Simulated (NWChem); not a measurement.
## CuCl (charge +1): single-point calculation (part 1 of 2)

- system: CuCl, charge +1, multiplicity 2
- method: B3LYP/6-31G*, UKS (NWChem 7.3.0)

The geometry is that of the parent species in another charge or spin state. The geometry comes from this level: PBE0-D4/def2-TZVP.

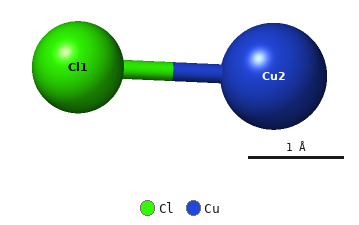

*The structure (ball-and-stick view, seen at a tilt; atoms are numbered from 1 in the order of the input). Sticks mark near contacts.*

Bond lengths as drawn: Cl–Cu 2.08 Å.

The input:
```
start m1
memory 2200 mb
charge 1

geometry noautosym nocenter noautoz
   Cl    0.898300   -0.345200    0.446400
   Cu   -0.868800    0.285000   -0.442400
end

basis
   Cl library 6-31G*
   Cu library 6-31G*
end

dft
   xc b3lyp
   mult 2
   grid xfine
   convergence energy 1e-08
   iterations 100
   mulliken
   noprint "final vectors analysis"
end

task dft
```

Run on 1 thread of AMD EPYC (Zen 5), 16 GiB of memory available, shared host.

Launched with:
```bash
nwchem m1.nw > m1.out
```

Log:
```
Northwest Computational Chemistry Package (NWChem) 7.3.0
             --------------------------------------------------------

           Job information
           ---------------

    nwchem branch   = 7.3.0
    use scalapack   = T
    input           = m1.nw
    prefix          = m1.
    data base       = ./m1.db
    status          = startup
    nproc           =        1

           Memory information
           ------------------

    heap     =     72089596 doubles =      550.0 Mbytes
    stack    =     72089601 doubles =      550.0 Mbytes
    global   =    144179200 doubles =     1100.0 Mbytes (distinct from heap & stack)
    total    =    288358397 doubles =     2200.0 Mbytes
    verify   = yes
    hardfail = no

           Directory information
           ---------------------

  0 permanent = .
  0 scratch   = .

                                NWChem Input Module
                                -------------------

 Scaling coordinates for geometry "geometry" by  1.889725989
 (inverse scale =  0.529177249)

                             Geometry "geometry" -> ""
                             -------------------------

 Output coordinates in angstroms (scale by  1.889725989 to convert to a.u.)

  No.       Tag          Charge          X              Y              Z
 ---- ---------------- ---------- -------------- -------------- --------------
    1 Cl                  17.0000     0.89830000    -0.34520000     0.44640000
    2 Cu                  29.0000    -0.86880000     0.28500000    -0.44240000

      Atomic Mass
      -----------

      Cl                34.968850
      Cu                62.929800

 Effective nuclear repulsion energy (a.u.)     125.6670863935

            Nuclear Dipole moment (a.u.)
            ----------------------------
        X                 Y               Z
 ---------------- ---------------- ----------------
   -18.7538296833     4.5289173042    -9.9036759610

            XYZ format geometry
            -------------------
     2
 geometry
 Cl                    0.89830000    -0.34520000     0.44640000
 Cu                   -0.86880000     0.28500000    -0.44240000

 ==============================================================================
                                internuclear distances
 ------------------------------------------------------------------------------
       center one      |      center two      | atomic units |  angstroms
 ------------------------------------------------------------------------------
    2 Cu               |   1 Cl               |     3.92306  |     2.07600
 ------------------------------------------------------------------------------
                         number of included internuclear distances:          1
 ==============================================================================

                      Basis "ao basis" -> "" (cartesian)
                      -----
  [basis functions not shown]

 Summary of "ao basis" -> "" (cartesian)
 ------------------------------------------------------------------------------
       Tag                 Description            Shells   Functions and Types
 ---------------- ------------------------------  ------  ---------------------
 Cl                          6-31G*                  8       19   4s3p1d
 Cu                          6-31G*                 12       39   5s4p2d1f

                                 NWChem DFT Module
                                 -----------------

 Summary of "ao basis" -> "ao basis" (cartesian)
 ------------------------------------------------------------------------------
       Tag                 Description            Shells   Functions and Types
 ---------------- ------------------------------  ------  ---------------------
 Cl                          6-31G*                  8       19   4s3p1d
 Cu                          6-31G*                 12       39   5s4p2d1f

  Caching 1-el integrals
  itol2e modified to match energy
  convergence criterion.
  tol_rho modified to match energy
  convergence criterion.

            General Information
            -------------------
          SCF calculation type: DFT
          Wavefunction type:  spin polarized.
          No. of atoms     :     2
          No. of electrons :    45
           Alpha electrons :    23
            Beta electrons :    22
          Charge           :     1
          Spin multiplicity:     2
          Use of symmetry is: off; symmetry adaption is: off
          Maximum number of iterations: 100
          AO basis - number of functions:    58
                     number of shells:    20
          Convergence on energy requested:  1.00D-08
          Convergence on density requested:  1.00D-05
          Convergence on gradient requested:  5.00D-04

              XC Information
              --------------
                         B3LYP Method XC Potential
                     Hartree-Fock (Exact) Exchange  0.200
                        Slater Exchange Functional  0.800 local
                    Becke 1988 Exchange Functional  0.720 non-local
              Lee-Yang-Parr Correlation Functional  0.810
                  VWN I RPA Correlation Functional  0.190 local

             Grid Information
             ----------------
          Grid used for XC integration:  xfine
          Radial quadrature: Mura-Knowles
          Angular quadrature: Lebedev.
          Tag              B.-S. Rad. Rad. Pts. Rad. Cut. Ang. Pts.
          ---              ---------- --------- --------- ---------
          Cl                  1.00      125          10.0      1454
          Cu                  1.35      160           8.0      1454
          Grid pruning is: on
          Number of quadrature shells:   285
          Spatial weights used:  Erf1

          Convergence Information
          -----------------------
          Convergence aids based upon iterative change in
          total energy or number of iterations.
          Levelshifting, if invoked, occurs when the
          HOMO/LUMO gap drops below (HL_TOL):  1.00D-02
          DIIS, if invoked, will attempt to extrapolate
          using up to (NFOCK): 10 stored Fock matrices.

                    Damping( 0%)  Levelshifting(0.5)       DIIS
                  --------------- ------------------- ---------------
          dE  on:    start            ASAP                start
          dE off:    2 iters        100 iters           100 iters

      Screening Tolerance Information
      -------------------------------
          Density screening/tol_rho:  1.00D-11
          AO Gaussian exp screening on grid/accAOfunc:  18
          CD Gaussian exp screening on grid/accCDfunc:  20
          XC Gaussian exp screening on grid/accXCfunc:  20
          Schwarz screening/accCoul:  1.00D-09

      Superposition of Atomic Density Guess
      -------------------------------------

 Sum of atomic energies:       -2098.09828900

 Renormalizing density from      46.00 to     45

      Non-variational initial energy
      ------------------------------

 Total energy =   -2069.627194
 1-e energy   =   -3100.632741
 2-e energy   =     905.338461
 HOMO         =      -0.823387
 LUMO         =      -0.498262

   Time after variat. SCF:      0.3

     ---------------------------------------------
      Total Density - Mulliken Population Analysis
     ---------------------------------------------

    Atom       Charge   Shell Charges
 -----------   ------   -------------------------------------------------------
    1 Cl  17    16.52   2.00  2.01  5.99  1.58  3.43  0.45  1.12 -0.07
    2 Cu  29    28.48   2.00  2.00  6.00  2.06  6.08  0.30  0.10  0.04 -0.01  7.43  2.54 -0.07

     --------------------------------------------
      Spin Density - Mulliken Population Analysis
     --------------------------------------------

    Atom       Charge   Shell Charges
 -----------   ------   -------------------------------------------------------
    1 Cl  17     0.98  -0.00  0.00  0.00 -0.00  0.73 -0.00  0.25  0.00
    2 Cu  29     0.02   0.00  0.00  0.00 -0.00 -0.00  0.00  0.01 -0.00 -0.00  0.00 -0.00  0.00
   Time prior to 1st pass:      0.3

 Grid_pts file          = ./m1.gridpts.0
 Record size in doubles =  12289        No. of grid_pts per rec  =   3070
 Max. records in memory =    150        Max. recs in file   = *********

 Grid integrated density:      44.999997252234
 Requested integration accuracy:   0.10E-07

           Memory utilization after 1st SCF pass:
           Heap Space remaining (MW):       36.69            36687372
          Stack Space remaining (MW):       72.09            72089012
```
